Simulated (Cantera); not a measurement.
Charge: 1 mol CHF3, 0.24 mol HCl, a varied amount of H2, 0.031 mol F2, equilibrated at 3000 °C and 1.33 mbar.

These are equilibrium values from Cantera (NASA tables, ideal gas, pure condensed phases), not measurements of a reactor. Candidate condensed phases: C, C6H6, C7H8, C8H18; 118 gas species. Kinetics and transport are ignored.

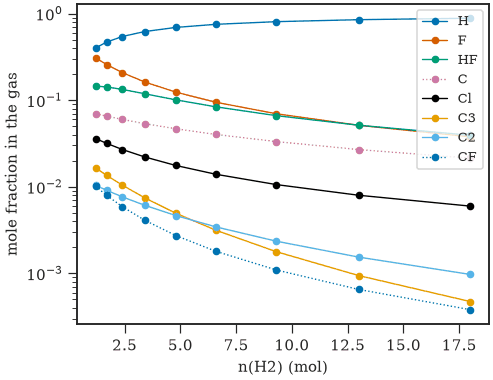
Figure. Equilibrium gas composition (values under 1e-9 drawn at 1e-9)

From 1.2 mol H2 to 18 mol H2 nothing is condensed. The main C-bearing gas is C throughout.
